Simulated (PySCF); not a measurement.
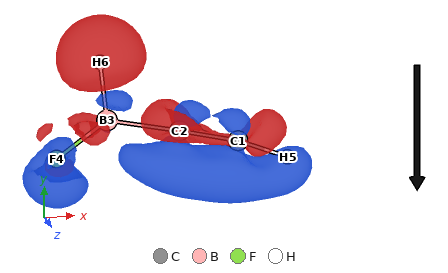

Figure 1: C₂H₂BF, charge +1, doublet, SMILES `[CH+]=[C]BF`. Change of the electron density in a uniform field of 0.21 V/Å along −y (arrow), surfaces at ±0.0015 e/Å³ (red: gain, blue: loss).

Level of theory: PBE/def2-TZVP (PySCF), at a geometry from GFN2-xTB. No frequency check shows the geometry to be a minimum. A basis without diffuse functions makes polarisabilities too small. The stability of the open-shell solution wasn't checked. GFN2-xTB doesn't know the spin state, so this open-shell geometry is rough.

Input script:

```python
import numpy as np
from pyscf import gto, scf, dft
from pyscf.scf import atom_ks, atom_hf
from scipy.linalg import block_diag

def solve(mol, dm0=None, hcore=None):
    mf = (dft.UKS if mol.spin else dft.RKS)(mol, xc='pbe')
    mf.grids.level = 3
    mf = mf.density_fit(auxbasis='def2-universal-jkfit')
    mf.conv_tol, mf.max_cycle = 1e-8, 80
    if hcore is not None:
        mf.get_hcore = lambda *args: hcore
    mf.kernel(dm0)
    if not mf.converged:
        mf = mf.newton().run(mf.mo_coeff, mf.mo_occ, max_cycle=30)
    assert mf.converged, 'SCF not converged'
    return mf

mol = gto.M(atom='''
C      1.97779    -0.13384     0.00000
C      0.78854     0.12423     0.00000
B     -0.68189     0.40499     0.00000
F     -1.70461    -0.34078     0.00000
H      2.97649    -0.51082     0.00000
H     -0.82349     1.61052     0.00000
''', basis='def2-tzvp', charge=1, spin=1, verbose=4)
field = np.array([0.0, 0.004, 0.0])  # atomic units
mol.set_common_orig(mol.atom_charges() @ mol.atom_coords() / mol.atom_charges().sum())
mf = solve(mol)
out = dict(dm0=mf.make_rdm1(), d0=mf.dip_moment(unit='AU'), e0=mf.e_tot)
for name, sign in (('p', 1), ('m', -1)):
    h = mf.get_hcore() + sign * np.einsum('x,xij->ij', field, mol.intor('int1e_r'))
    mi = solve(mol, mf.make_rdm1(), h)
    out.update({'dm' + name: mi.make_rdm1(), 'd' + name: mi.dip_moment(unit='AU'), 'e' + name: mi.e_tot})
# spherically averaged free atoms, for the promolecule
atm = atom_ks.get_atm_nrks(mol, xc='pbe')
pro = block_diag(*[(atm[a[0]][2] * atm[a[0]][3]) @ atm[a[0]][2].T for a in mol._atom])
np.savez('result.npz', pro=pro, **out)
```

Run with:

```sh
OMP_NUM_THREADS=1 python input.py
```

The run took 33 s on 1 thread of Intel(R) Xeon(R) Platinum 8488C (Sapphire Rapids), with other jobs on the host, peak memory 0.49 GiB.

Partitions, critical points and surface values were worked out afterwards from this run's density.

The field was applied in both directions; the picture shows the one opposite to the script's first.

Q: How large is the response?

A: The induced dipole is 0.30 D (+0.28 D along the field); α along this axis, from the fields in both directions, is 27 bohr³ (4.1 Å³).
